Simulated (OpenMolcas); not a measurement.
# SiN2H6 (SMILES NN[SiH3]): a chain of runs

Aim: the energy (HF/ANO-RCC-MB), then a single-point energy (CASSCF(2,2)/ANO-RCC-VDZP), then an energy scan (CASPT2(2,2)/ANO-RCC-VDZP), then an energy scan (SC-NEVPT2(2,2)/ANO-RCC-VDZP), then the energy along one coordinate (MC-PDFT[tPBE](2,2)/ANO-RCC-VDZP) of SiN2H6. 

The results are computed with OpenMolcas 26.06.

### Step 1. The structure to begin with

The species is SiN2H6 (9 atoms), meant as a singlet with charge 0. SMILES: `NN[SiH3]`. The shape is that of a PBE0-D4/def2-TZVP optimisation. This is one conformer, not always the lowest.

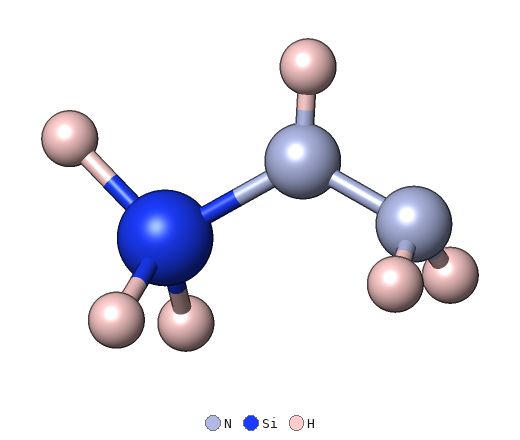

The structure, seen from a chosen angle (nitrogen light blue, silicon blue, hydrogen pink).

### Step 2. The energy at HF/ANO-RCC-MB (DKH2) (run 1)

The input, input.xyz:

```xyz
9

N     -0.558800     0.925000    -1.203100
N     -0.285500     0.708200     0.159700
Si     0.408400    -0.736600     0.767500
H      0.267900     0.761300    -1.767500
H     -1.290500     0.297600    -1.515600
H     -0.377500     1.549300     0.701800
H      1.729200    -1.040000     0.139600
H     -0.469800    -1.907300     0.484500
H      0.576500    -0.557300     2.233000
```

The input, step1.inp:

```
* H6N2Si Hartree-Fock
&GATEWAY
Coord = input.xyz
Basis = ANO-RCC-MB
Group = NoSym
&SEWARD
&SCF
PrOrbitals = 0
&LOCALISATION
Occupied
Freeze
Pipek-Mezey
&LOCALISATION
FileOrb = $Project.LocOrb
Virtual
Pipek-Mezey
```

Run with:

```sh
$ export MOLCAS_MEM=1860
$ pymolcas step1.inp > step1.log
```

The log of the run:

```text
--- Start Module: gateway ---
[...]
--- Stop Module: gateway /rc=_RC_ALL_IS_WELL_ ---
[...]
      Basis functions           25
[...]
       Convergence after  10 Iterations
[...]
::    Total SCF energy                               -401.7098352759
[...]
      Total spin, S                                     0.0000000000
[...]
      Total electronic charge=   34.000000
      Total            charge=   -0.000000
[...]
      Dipole Moment (debye):
      Origin of the operator (angstrom)=    0.0007    0.0219    0.1151
                   X=  3.8000E-01               Y= -6.3437E-01               Z= -2.9870E-02           Total=  7.4008E-01
      Quadrupole Moment (debye*angstrom):
[...]
--- Start Module: localisation ---
[...]
--- Stop Module: localisation /rc=_RC_ALL_IS_WELL_ ---
--- Start Module: localisation ---
[...]
--- Stop Module: localisation /rc=_RC_ALL_IS_WELL_ ---
[...]
```

It took 6 s on 1 thread of AMD EPYC 7R43 (Zen 3), shared host; peak memory 0.37 GiB.

### Step 3. A single-point energy at CASSCF(2,2)/ANO-RCC-VDZP (DKH2, RICD fitting) (run 2)

input.xyz is that of step 2.

The input, step2.input:

```
&GATEWAY
COORD
input.xyz
BASIS
ANO-RCC-MB
GROUP
NoSym
&SEWARD
&RASSCF
FILEORB
$CurrDir/step1.LocOrb
ALTER
2
1 11 17
1 18 22
SPIN
1
NACTEL
2 0 0
INACTIVE
16
RAS2
2
ORBLISTING
Nothing
>>> COPY $Project.RunFile RUNFIL1
>>> COPY $Project.RasOrb INPORB
&GATEWAY
COORD
input.xyz
BASIS
ANO-RCC-VDZP
GROUP
NoSym
RICD
&SEWARD
>>> COPY $Project.RunFile RUNFIL2
&EXPBAS
&RASSCF
FILEORB
$Project.ExpOrb
SPIN
1
NACTEL
2 0 0
INACTIVE
16
RAS2
2
ORBLISTING
Nothing
```

Run with:

```sh
$ export MOLCAS_MEM=1860
$ pymolcas step2.input > step2.log
```

The log of the run:

```text
--- Start Module: gateway ---
[...]
      Basis functions           25
[...]
      Number of active orbitals                  2
[...]
      Spin quantum number                      0.0
[...]
      Active orbitals                            2
[...]
      Number of CSFs                             3
[...]
      Number of root(s) required                 1
[...]
      Convergence after 11 iterations
[...]
      printout of CI-coefficients larger than  0.05 for root  1
      energy=    -401.726350
      conf/sym  11     Coeff  Weight
             1  20   0.99508 0.99018
             3  02  -0.09909 0.00982
      Natural orbitals and occupation numbers for root  1
      sym 1:   1.980362   0.019638
      ************************************************************************************************************************
      *                                                    Final results                                                     *
[...]
::    RASSCF root number  1 Total energy:   -401.72634981
[...]
      Basis functions           76
[...]
      Convergence after 14 iterations
[...]
      Natural orbitals and occupation numbers for root  1
      sym 1:   1.981294   0.018706
      ************************************************************************************************************************
      *                                                    Final results                                                     *
[...]
::    RASSCF root number  1 Total energy:   -402.02359573
[...]
      Total electronic charge=   34.000000
      Total            charge=   -0.000000
[...]
      Dipole Moment (debye):
      Origin of the operator (angstrom)=    0.0007    0.0219    0.1151
                   X=  1.3495E-01               Y= -2.8800E-01               Z= -2.6976E-01           Total=  4.1704E-01
      Quadrupole Moment (debye*angstrom):
[...]
```

Wall time 15 s (1 thread of AMD EPYC 7R43 (Zen 3), shared host); peak memory 0.37 GiB.

### Step 4. The energy along one coordinate at CASPT2(2,2)/ANO-RCC-VDZP (DKH2, RICD fitting, ipea shift 0.25 Eh, pt2 variant SS) (run 3)

The input, step3.inp:

```
>>> COPY $CurrDir/step2.RasOrb $Project.RasOrb
>>> ForEach K in (1, 2, 3, 4, 5, 6, 7, 8, 9)

&GATEWAY
 Coord
 $CurrDir/point$K.xyz
 Basis
 ANO-RCC-VDZP
 Group
 NoSym
 RICD

&SEWARD

&RASSCF
 FileOrb
 $Project.RasOrb
 Spin
 1
 Nactel
 2 0 0
 Inactive
 16
 Ras2
 2
 OrbListing
 Nothing

&CASPT2
 Imaginary
 0.2
 Frozen
 7
>>> EndDo
```

Run with:

```sh
$ export MOLCAS_MEM=1860
$ pymolcas step3.inp > step3.log
```

The log of the run:

```text
[...]
      Basis functions           76
[...]
      Number of active orbitals                  2
[...]
      Spin quantum number                      0.0
[...]
      Active orbitals                            2
[...]
      Number of CSFs                             3
[...]
      Number of root(s) required                 1
[...]
      Convergence after 11 iterations
[...]
      printout of CI-coefficients larger than  0.05 for root  1
      energy=    -402.012389
      conf/sym  11     Coeff  Weight
             1  20   0.99680 0.99361
             3  02  -0.07991 0.00639
      Natural orbitals and occupation numbers for root  1
      sym 1:   1.987227   0.012773
      ************************************************************************************************************************
      *                                                    Final results                                                     *
[...]
::    RASSCF root number  1 Total energy:   -402.01238900
[...]
::    CASPT2 Root  1     Total energy:   -402.45716888
[...]
      Convergence after 11 iterations
[...]
      Natural orbitals and occupation numbers for root  1
      sym 1:   1.981315   0.018685
      ************************************************************************************************************************
      *                                                    Final results                                                     *
[...]
      Convergence after 13 iterations
[...]
      Convergence after 14 iterations
[...]
      Convergence after 12 iterations
[...]
::    RASSCF root number  1 Total energy:   -401.88494917
[...]
::    CASPT2 Root  1     Total energy:   -402.32216428
[...]
      Convergence after 13 iterations
[...]
::    RASSCF root number  1 Total energy:   -401.88013643
[...]
      Reference weight:           0.87067
[...]
::    CASPT2 Root  1     Total energy:   -402.31491617
[...]
```

It took 93 s on 1 thread of AMD EPYC 7R43 (Zen 3), shared host; peak memory 0.081 GiB.

The scan, from its lowest point:

| H4–N1 (Å) | energy (kJ/mol) |
| --- | --- |
| 0.913 | 29.4 |
| 1.014 | 0.0 |
| 1.116 | 15.5 |
| 1.268 | 75.3 |
| 1.471 | 169.7 |
| 1.724 | 266.7 |
| 2.029 | 339.4 |
| 2.434 | 383.8 |
| 3.043 | 402.8 |

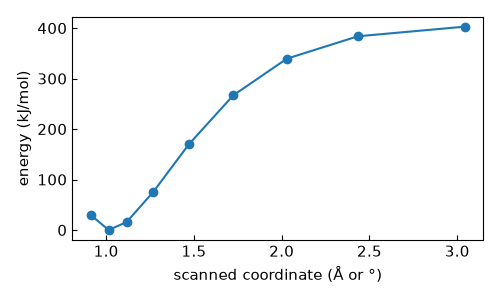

Energy along the scan.

### Step 5. An energy scan at SC-NEVPT2(2,2)/ANO-RCC-VDZP (DKH2, RICD fitting, pt2 variant SC-NEVPT2) (run 4)

The input, step4.inp:

```
* H6N2Si NEVPT2
>>> EXPORT MOLCAS_PRINT=2
>>> COPY $CurrDir/step2.RasOrb $Project.RasOrb
>>> ForEach K in (1, 2, 3, 4, 5, 6, 7, 8, 9)

&GATEWAY
 Coord=$CurrDir/point$K.xyz
 Basis=ANO-RCC-VDZP
 Group=NoSym
 RICD

&SEWARD

&RASSCF
 FileOrb=$Project.RasOrb
 Spin=1
 Nactel=2 0 0
 Inactive=16
 Ras2=2
 OrbListing=Nothing

&CASPT2
 SC-NEVPT2
 Frozen=7
>>> EndDo
```

Run with:

```sh
$ export MOLCAS_MEM=1860
$ pymolcas step4.inp > step4.log
```

The log of the run:

```text
--- Start Module: gateway ---
[...]
      Basis functions           76
[...]
      Number of active orbitals                  2
[...]
      Spin quantum number                      0.0
[...]
      Active orbitals                            2
[...]
      Number of CSFs                             3
[...]
      Number of root(s) required                 1
[...]
      Convergence after 11 iterations
[...]
      printout of CI-coefficients larger than  0.05 for root  1
      energy=    -402.012389
      conf/sym  11     Coeff  Weight
             1  20   0.99680 0.99361
             3  02  -0.07991 0.00639
      Natural orbitals and occupation numbers for root  1
      sym 1:   1.987227   0.012773
      ************************************************************************************************************************
      *                                                    Final results                                                     *
[...]
::    RASSCF root number  1 Total energy:   -402.01238900
[...]
::    SC-NEVPT2 Root  1     Total energy:   -402.45459510
[...]
      Convergence after 11 iterations
[...]
      Natural orbitals and occupation numbers for root  1
      sym 1:   1.981315   0.018685
      ************************************************************************************************************************
      *                                                    Final results                                                     *
[...]
      Convergence after 13 iterations
[...]
      Convergence after 14 iterations
[...]
      Convergence after 12 iterations
[...]
::    RASSCF root number  1 Total energy:   -401.88494917
[...]
::    SC-NEVPT2 Root  1     Total energy:   -402.31832335
[...]
      Convergence after 13 iterations
[...]
::    RASSCF root number  1 Total energy:   -401.88013643
[...]
::    SC-NEVPT2 Root  1     Total energy:   -402.31137412
[...]
```

Wall time 91 s (1 thread of AMD EPYC 7R43 (Zen 3), shared host); peak memory 0.081 GiB.

The scan, from its lowest point:

| H4–N1 (Å) | energy (kJ/mol) |
| --- | --- |
| 0.913 | 30.8 |
| 1.014 | 0.0 |
| 1.116 | 14.2 |
| 1.268 | 73.0 |
| 1.471 | 167.8 |
| 1.724 | 267.7 |
| 2.029 | 343.4 |
| 2.434 | 388.6 |
| 3.043 | 406.8 |

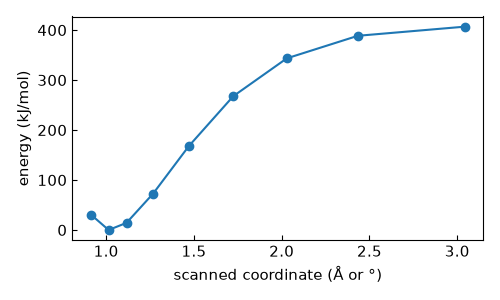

Energy along the scan.

### Step 6. An energy scan at MC-PDFT[tPBE](2,2)/ANO-RCC-VDZP (DKH2, RICD fitting) (run 5)

The input, step5.input:

```
* H6N2Si MC-PDFT
>>> EXPORT MOLCAS_PRINT=2
>>> COPY $CurrDir/step2.RasOrb $Project.RasOrb
>>> ForEach K in (1, 2, 3, 4, 5, 6, 7, 8, 9)

&GATEWAY
 Coord = $CurrDir/point$K.xyz
 Basis = ANO-RCC-VDZP
 Group = NoSym
 RICD

&SEWARD

&RASSCF
 FileOrb = $Project.RasOrb
 Spin = 1
 Nactel = 2 0 0
 Inactive = 16
 Ras2 = 2
 OrbListing = Nothing

&MCPDFT
 KSDFT = T:PBE
>>> EndDo
```

Run with:

```sh
$ export MOLCAS_MEM=1860
$ pymolcas step5.input > step5.log
```

The log of the run:

```text
--- Start Module: gateway ---
[...]
      Basis functions           76
[...]
      Number of active orbitals                  2
[...]
      Spin quantum number                      0.0
[...]
      Active orbitals                            2
[...]
      Number of CSFs                             3
[...]
      Number of root(s) required                 1
[...]
      Convergence after 11 iterations
[...]
      printout of CI-coefficients larger than  0.05 for root  1
      energy=    -402.012389
      conf/sym  11     Coeff  Weight
             1  20   0.99680 0.99361
             3  02  -0.07991 0.00639
      Natural orbitals and occupation numbers for root  1
      sym 1:   1.987227   0.012773
      ************************************************************************************************************************
      *                                                    Final results                                                     *
[...]
::    RASSCF root number  1 Total energy:   -402.01238900
[...]
::    MCPDFT root number  1 Total energy:   -402.96329275
[...]
      Convergence after 11 iterations
[...]
      Natural orbitals and occupation numbers for root  1
      sym 1:   1.981315   0.018685
      ************************************************************************************************************************
      *                                                    Final results                                                     *
[...]
      Convergence after 13 iterations
[...]
      Convergence after 14 iterations
[...]
      Convergence after 12 iterations
[...]
::    RASSCF root number  1 Total energy:   -401.88494917
[...]
::    MCPDFT root number  1 Total energy:   -402.81646325
[...]
      Convergence after 13 iterations
[...]
::    RASSCF root number  1 Total energy:   -401.88013643
[...]
::    MCPDFT root number  1 Total energy:   -402.80882553
[...]
```

Wall time 1.9 min (1 thread of AMD EPYC 7R43 (Zen 3), shared host); peak memory 0.081 GiB.

The scan, from its lowest point:

| H4–N1 (Å) | energy (kJ/mol) |
| --- | --- |
| 0.913 | 29.9 |
| 1.014 | 0.0 |
| 1.116 | 14.8 |
| 1.268 | 74.4 |
| 1.471 | 171.3 |
| 1.724 | 276.8 |
| 2.029 | 362.0 |
| 2.434 | 415.4 |
| 3.043 | 435.4 |

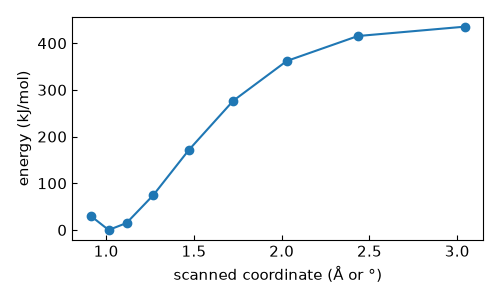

Energy along the scan.

### Step 7. What came out

| quantity | value |
| --- | --- |
| run 1, HF/ANO-RCC-MB: total energy | -401.70984 Eh |
| run 1, HF/ANO-RCC-MB: dipole moment | 0.74 D |
| run 1, HF/ANO-RCC-MB: HOMO energy | -10.86 eV |
| run 1, HF/ANO-RCC-MB: LUMO energy | 7.65 eV |
| run 1, HF/ANO-RCC-MB: HOMO–LUMO gap | 18.51 eV |
| run 2, CASSCF(2,2)/ANO-RCC-VDZP: total energy | -402.02360 Eh |
| run 2, CASSCF(2,2)/ANO-RCC-VDZP: dipole moment (CASSCF density) | 0.42 D |
| run 3, CASPT2(2,2)/ANO-RCC-VDZP: lowest energy of the scan | -402.46835 Eh |
| run 4, SC-NEVPT2(2,2)/ANO-RCC-VDZP: lowest energy of the scan | -402.46632 Eh |
| run 5, MC-PDFT[tPBE](2,2)/ANO-RCC-VDZP: lowest energy of the scan | -402.97468 Eh |

In words: Mulliken charges (run 1, HF/ANO-RCC-MB) run from -0.57 on N2 to +0.56 on Si3. Mulliken charges (run 2, CASSCF(2,2)/ANO-RCC-VDZP) run from -0.32 on N2 to +0.71 on Si3; they depend strongly on the basis.
